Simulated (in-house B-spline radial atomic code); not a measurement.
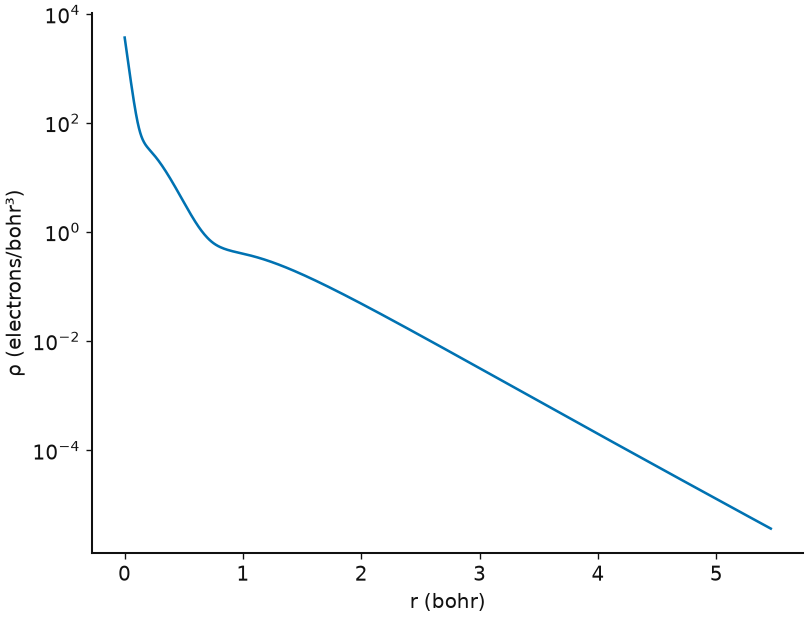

System: Ar⁺ (Z = 18, 17 electrons), configuration [Ne] 3s2 3p5 (high spin). The calculation used an in-house B-spline radial code at this level: non-relativistic SCAN, spin-polarised, spherical fractional occupations, point nucleus, basis-set limit.

```
Z = 18
electrons = 17.0
configuration = [Ne] 3s2 3p5
hamiltonian = nr
method = scan,scan
spin_polarised = True
```

The run was one of a batch (task.json lists them), launched with:
```bash
python run_scf.py task.json out
```

The plot shows the electron density ρ(r) on a logarithmic scale.

### What does the plot show?

The density falls from 3700 electrons/bohr³ at the inner end (r = 0.0011 bohr) to 0.001 at r = 3.42 bohr, a common measure of the size of an atom or ion. At the nucleus d ln ρ/dr is −36 per bohr, near the cusp value −2Z = −36. The steps in the slope mark the shells; the radial density has its minima at 0.14 and 0.80 bohr.
